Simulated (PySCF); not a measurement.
## Interaction-energy calculation of CH$_{7}$FN (charge +1)

The run: interaction-energy calculation of CH$_{7}$FN, charge +1, SMILES C[NH3+].F. Method and program: wB97M-D3(BJ)/def2-TZVPD interaction energy, counterpoise and uncorrected, gas phase (PySCF 2.14.0).

The geometry comes from this level: PBE0-D3(BJ)/def2-SVPD.

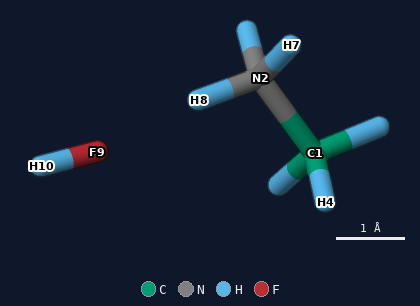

Figure 1. The structure as given in the input (stick view, seen at a tilt; atoms are numbered from 1 in the order of the input).

Summary:

- outcome: converged
- total energy: −196.791679 hartree
- interaction energy, counterpoise-corrected: −10.98 kcal/mol
- HOMO: −19.22 eV
- LUMO: −3.80 eV
- hardware: 1 CPU thread, shared host
- wall time: 41 s
- peak memory: 0.61 GiB

Input file:
```
{"job": {"kind": "inter", "xc": "wB97M-D3(BJ)", "basis": "def2-TZVPD", "pairs": false}, "charge": 1, "multiplicity": 1, "parts": [{"atoms": "0-7", "charge": 1, "multiplicity": 1}, {"atoms": "8-9", "charge": 0, "multiplicity": 1}]}
C      0.742309    -0.005743    -0.100422
N     -0.722086     0.253448    -0.019658
H      0.915218    -1.075953     0.049444
H      1.241402     0.568828     0.686007
H      1.104509     0.303666    -1.085741
H     -1.239831    -0.273537    -0.729855
H     -0.939733     1.244790    -0.161024
H     -1.103403    -0.016861     0.900640
F     -1.555003    -0.546163     2.530854
H     -1.969959    -0.786201     3.322931
```

The first line tells a small driver script what to run in PySCF; the rest is the geometry in Å.

Launched with:
```bash
OMP_NUM_THREADS=1 python <driver script> task.json out
```

The program's output:
```
part 1, own basis, geometry of the cluster
coarse grid: 25136 points
cycle   1  E = -96.2332357931  dE =  3.833e-01  |g| = 2.957e-01  |ddm| = 1.675e+00
cycle   2  E = -96.2520690024  dE = -1.883e-02  |g| = 2.323e-01  |ddm| = 3.600e-01
cycle   3  E = -96.2619679225  dE = -9.899e-03  |g| = 2.909e-02  |ddm| = 1.533e-01
cycle   4  E = -96.2621490536  dE = -1.811e-04  |g| = 6.279e-03  |ddm| = 3.817e-02
cycle   5  E = -96.2621583654  dE = -9.312e-06  |g| = 2.582e-03  |ddm| = 7.681e-03
final grid: 54432 points
cycle   6  E = -96.2621424582  dE = -7.545e-07  |g| = 1.865e-03  |ddm| = 3.960e-03
cycle   7  E = -96.2621427381  dE = -2.800e-07  |g| = 1.529e-03  |ddm| = 1.780e-03
cycle   8  E = -96.2621431951  dE = -4.569e-07  |g| = 9.029e-05  |ddm| = 7.598e-04
cycle   9  E = -96.2621431969  dE = -1.813e-09  |g| = 2.449e-05  |ddm| = 7.951e-05
cycle  10  E = -96.2621431971  dE = -2.034e-10  |g| = 9.749e-07  |ddm| = 6.325e-05
converged SCF energy = -96.2621431971

part 2, own basis, geometry of the cluster
coarse grid: 7776 points
cycle   1  E = -100.4685537909  dE = -9.854e-02  |g| = 4.650e-01  |ddm| = 6.179e-01
cycle   2  E = -100.4720162805  dE = -3.462e-03  |g| = 5.070e-01  |ddm| = 3.822e-01
cycle   3  E = -100.5053156408  dE = -3.330e-02  |g| = 2.581e-02  |ddm| = 1.688e-01
cycle   4  E = -100.5053920810  dE = -7.644e-05  |g| = 5.069e-03  |ddm| = 1.076e-02
cycle   5  E = -100.5053968175  dE = -4.736e-06  |g| = 4.399e-04  |ddm| = 3.786e-03
final grid: 16976 points
cycle   6  E = -100.5053987115  dE = -6.712e-08  |g| = 1.080e-04  |ddm| = 8.223e-04
cycle   7  E = -100.5053987151  dE = -3.599e-09  |g| = 8.146e-05  |ddm| = 2.193e-04
cycle   8  E = -100.5053987160  dE = -8.721e-10  |g| = 2.165e-05  |ddm| = 3.812e-05
converged SCF energy = -100.5053987160

part 1, own basis, relaxed alone
coarse grid: 25136 points
cycle   1  E = -96.2334112395  dE =  3.786e-01  |g| = 2.951e-01  |ddm| = 1.674e+00
cycle   2  E = -96.2522328066  dE = -1.882e-02  |g| = 2.315e-01  |ddm| = 3.589e-01
cycle   3  E = -96.2620671333  dE = -9.834e-03  |g| = 2.919e-02  |ddm| = 1.528e-01
cycle   4  E = -96.2622489095  dE = -1.818e-04  |g| = 6.397e-03  |ddm| = 3.824e-02
cycle   5  E = -96.2622585473  dE = -9.638e-06  |g| = 2.601e-03  |ddm| = 7.661e-03
final grid: 54432 points
cycle   6  E = -96.2622460299  dE = -7.705e-07  |g| = 1.883e-03  |ddm| = 4.247e-03
cycle   7  E = -96.2622463123  dE = -2.823e-07  |g| = 1.549e-03  |ddm| = 1.866e-03
cycle   8  E = -96.2622467813  dE = -4.690e-07  |g| = 9.181e-05  |ddm| = 7.683e-04
cycle   9  E = -96.2622467831  dE = -1.879e-09  |g| = 2.495e-05  |ddm| = 8.648e-05
cycle  10  E = -96.2622467834  dE = -2.125e-10  |g| = 1.020e-06  |ddm| = 7.119e-05
converged SCF energy = -96.2622467834

part 2, own basis, relaxed alone
coarse grid: 7776 points
cycle   1  E = -100.4688143139  dE = -9.408e-02  |g| = 4.644e-01  |ddm| = 6.197e-01
cycle   2  E = -100.4724954470  dE = -3.681e-03  |g| = 5.038e-01  |ddm| = 3.808e-01
cycle   3  E = -100.5053086700  dE = -3.281e-02  |g| = 2.574e-02  |ddm| = 1.678e-01
cycle   4  E = -100.5053846481  dE = -7.598e-05  |g| = 5.006e-03  |ddm| = 1.077e-02
cycle   5  E = -100.5053892893  dE = -4.641e-06  |g| = 4.334e-04  |ddm| = 3.766e-03
final grid: 16976 points
cycle   6  E = -100.5053937977  dE = -6.399e-08  |g| = 1.074e-04  |ddm| = 8.224e-04
cycle   7  E = -100.5053938012  dE = -3.439e-09  |g| = 8.317e-05  |ddm| = 2.187e-04
cycle   8  E = -100.5053938021  dE = -9.040e-10  |g| = 2.024e-05  |ddm| = 3.760e-05
converged SCF energy = -100.5053938021

cluster
final grid: 71408 points
cycle   1  E = -196.7835965984  dE = -7.739e-03  |g| = 4.380e-02  |ddm| = 6.502e-01
cycle   2  E = -196.7839933110  dE = -3.967e-04  |g| = 2.985e-02  |ddm| = 1.043e-01
cycle   3  E = -196.7841116840  dE = -1.184e-04  |g| = 8.696e-03  |ddm| = 1.826e-02
cycle   4  E = -196.7841258304  dE = -1.415e-05  |g| = 1.417e-03  |ddm| = 1.114e-02
cycle   5  E = -196.7841266514  dE = -8.211e-07  |g| = 1.515e-04  |ddm| = 3.355e-03
cycle   6  E = -196.7841266631  dE = -1.163e-08  |g| = 4.171e-05  |ddm| = 3.441e-04
cycle   7  E = -196.7841266637  dE = -6.432e-10  |g| = 1.322e-05  |ddm| = 8.911e-05
converged SCF energy = -196.7841266637

part 1 in the basis of the cluster
final grid: 71408 points
cycle   1  E = -96.2621832098  dE = -4.417e-05  |g| = 9.445e-04  |ddm| = 3.471e-01
cycle   2  E = -96.2621835009  dE = -2.911e-07  |g| = 1.002e-04  |ddm| = 2.877e-02
cycle   3  E = -96.2621835053  dE = -4.420e-09  |g| = 8.443e-06  |ddm| = 3.168e-03
cycle   4  E = -96.2621835053  dE = -2.660e-11  |g| = 3.509e-06  |ddm| = 8.944e-05
converged SCF energy = -96.2621835053

part 2 in the basis of the cluster
final grid: 71408 points
cycle   1  E = -100.5054757072  dE = -7.925e-05  |g| = 1.898e-03  |ddm| = 3.149e-01
cycle   2  E = -100.5054774775  dE = -1.770e-06  |g| = 4.072e-04  |ddm| = 4.169e-02
cycle   3  E = -100.5054775355  dE = -5.806e-08  |g| = 3.293e-04  |ddm| = 6.615e-03
cycle   4  E = -100.5054775496  dE = -1.410e-08  |g| = 1.751e-05  |ddm| = 3.545e-04
cycle   5  E = -100.5054775498  dE = -1.120e-10  |g| = 2.294e-06  |ddm| = 1.348e-04
converged SCF energy = -100.5054775498

Interaction energy (kcal/mol)
  counterpoise      -10.977
  uncorrected       -11.056
  dispersion part    -0.644
  deformation         0.059
  binding           -10.918

Decomposition of the uncorrected value (kcal/mol)
  electrostatic     -11.672
  Pauli               6.450
  orbital            -5.189
  dispersion         -0.644

Charge of each part in the cluster: 0.974 0.026
```

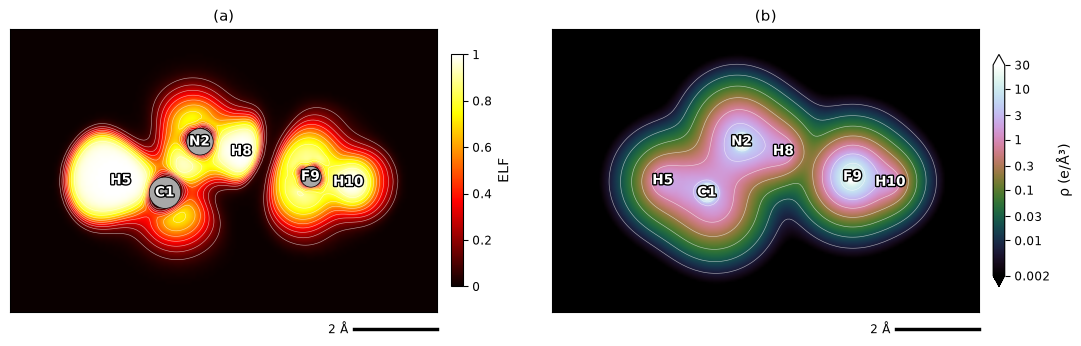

Figure 2. (a) ELF; (b) total electron density on the plane of atoms N2, C1 and H5. Grey discs, where drawn, cover atomic cores. The section cuts through C, N, H and F sites. F9···H8 (1.77 Å): ρ at the midpoint is about 0.38 e/Å³, with its minimum of 0.19 e/Å³ about 1.1 Å from F; the ELF is only about 0.05 between them (by its geometry a hydrogen bond between the two molecules, with no shared pair). C–N (1.49 Å): ρ is about 1.8 e/Å³ halfway, with its minimum of 1.6 e/Å³ about 0.6 Å from C; the ELF peaks at about 0.95 between the atoms (localised, shared-pair bonding).

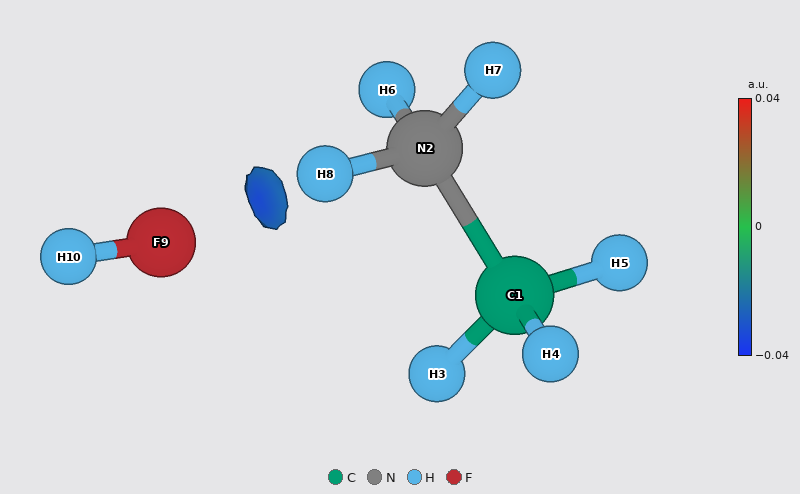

Figure 3. Non-covalent interaction (NCI) plot: the surface where the reduced density gradient is 0.5, for densities under 0.05 a.u., coloured by sign(λ₂)ρ; seen at a tilt. H8···F9 (1.8 Å): a hydrogen bond (blue, attractive).
